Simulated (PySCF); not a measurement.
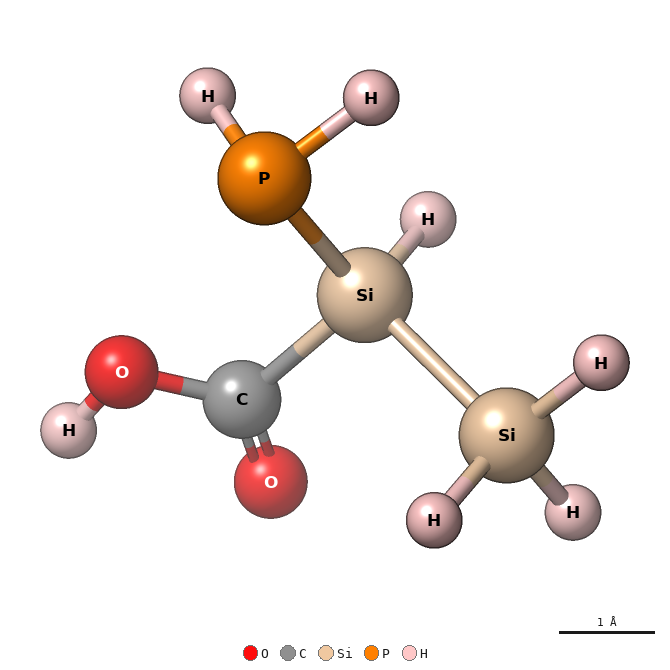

Depth is shown by fading: the farther an atom, the more it takes the colour of the background. The geometry was computed by an optimisation with PBE0-D3(BJ)/def2-SVP. No frequency run is at hand to confirm it as a minimum. Masses are those of the most abundant isotopes; constants are for the rigid equilibrium geometry.

Classify the rotor and give the rotational constants (GHz).

An asymmetric top (C1): A = 1.67, B = 1.55, C = 0.887 GHz. Ray's parameter κ is 0.70, nearer the oblate limit.
